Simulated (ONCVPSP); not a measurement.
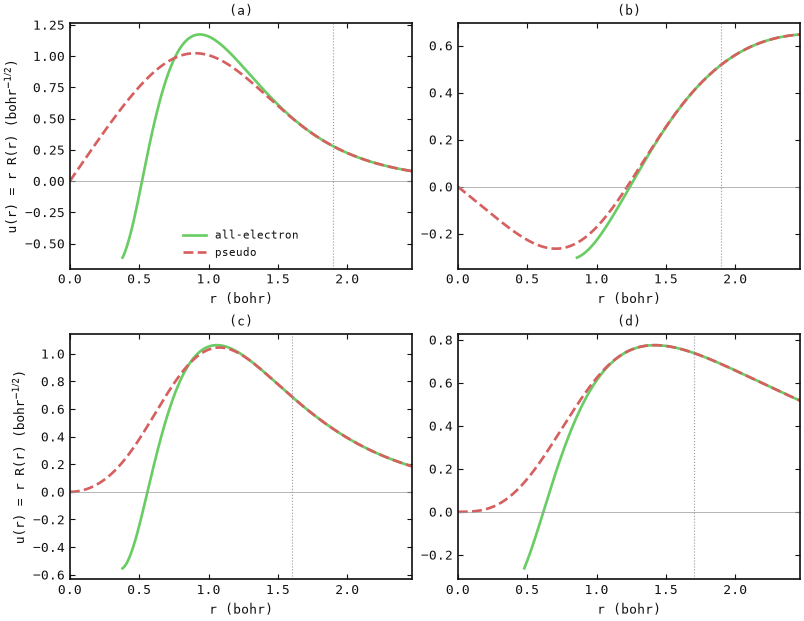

All-electron valence functions (solid) with their pseudo partners (dashed). Dotted lines mark the matching radii. The all-electron curves start outside the innermost oscillations, which aren't drawn.

ONCVPSP 4.0.1, PBEsol, scalar-relativistic. The levels are (a) -85.29 eV, (b) -5.98 eV, (c) -47.03 eV, (d) -5.40 eV.

Q: Identify the atom and the shell in each panel.

A: Rhenium (Re), core [Kr] 4d10 4f14, valence 5s2 5p6 5d5 6s2 (neutral): (a) 5s, (b) 6s, (c) 5p, (d) 5d.

Q: Are the pseudo-waves norm-conserving?

A: Yes. The ONCV scheme keeps the all-electron norm inside the radius.
